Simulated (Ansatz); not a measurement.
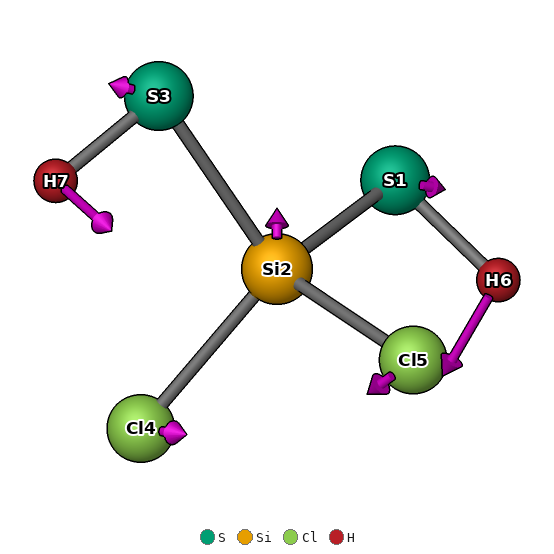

The arrows show one normal mode. Harmonic vibrations computed with RKS PBE0-D4/def2-TZVP (Ansatz 0.2.0) at a stationary point of the same level.

### What kind of motion is it?

Mostly angle bending.

### Estimate its harmonic wavenumber.

196 cm⁻¹; it is mode 4 of 15 counted from the lowest.
